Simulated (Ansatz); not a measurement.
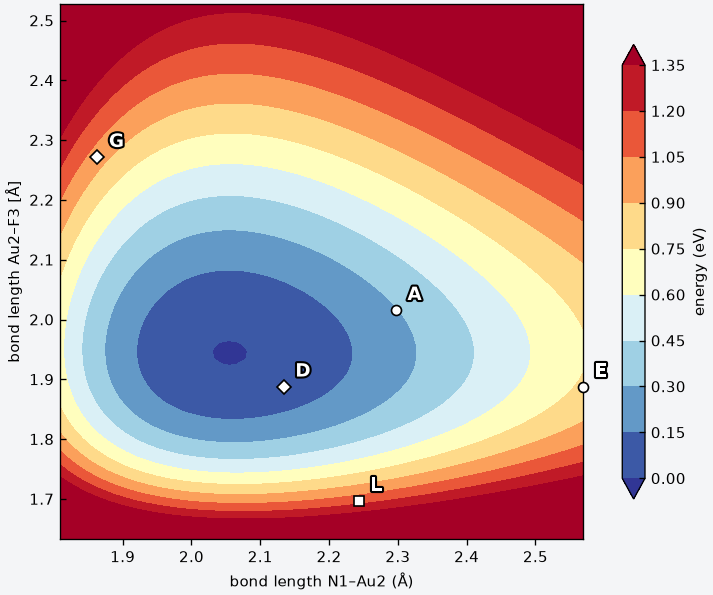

AuFH₃N, SMILES [NH3+][Au-][F]. 
- First axis: bond length N1–Au2. Second axis: bond length Au2–F3.
- Nothing is relaxed (all other coordinates rigid).
- The grid has 15 × 15 points.
- All energies are given in eV relative to the lowest grid point.
- Method: Ansatz 0.2.0, RKS PBE-D4/def2-TZVP.

In the figure: filled contours, one colour for all values above the top of the scale, lettered points. Between grid points the surface is interpolated.

**Is G the lowest point of the computed grid?**

No. G lies 0.97 eV above the lowest grid point, which is at bond length N1–Au2 = 2.080 Å, bond length Au2–F3 = 1.952 Å.

**What kind of point is each of A, G, L: minimum, saddle, maximum or slope?**

A: on a slope; G: on a slope; L: on a slope. (In these two coordinates alone; a stationary point may lie a little off the grid point.)

**Rank the lettered points by energy, lowest first.**

D (0.07 eV), A (0.29 eV), E (0.77 eV), G (0.97 eV), L (1.14 eV).
